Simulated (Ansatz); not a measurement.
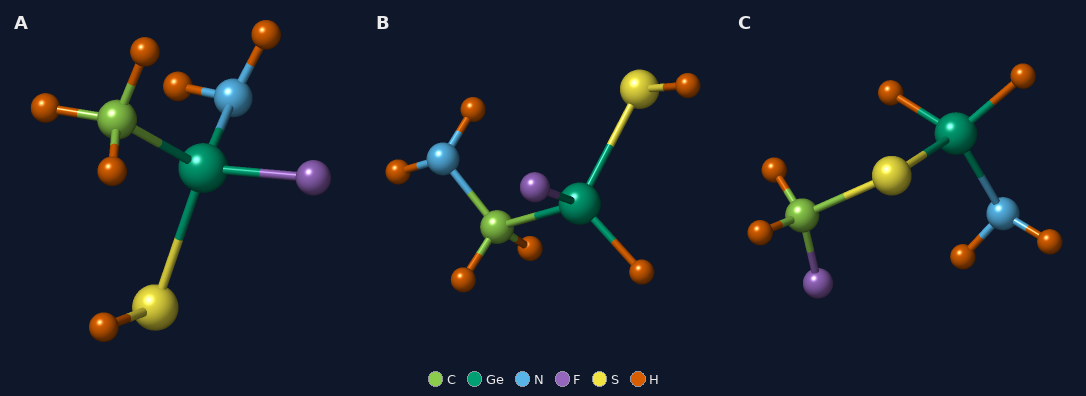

(Drawn from a calculation with Ansatz.)

> Match each picture to its SMILES.
(1) [CH3][Ge@@]([NH2])([F])[SH]
(2) [NH2][GeH2][S]CF
(3) N[CH2][Ge@H]([F])[SH]

A is (1), B is (3), C is (2).
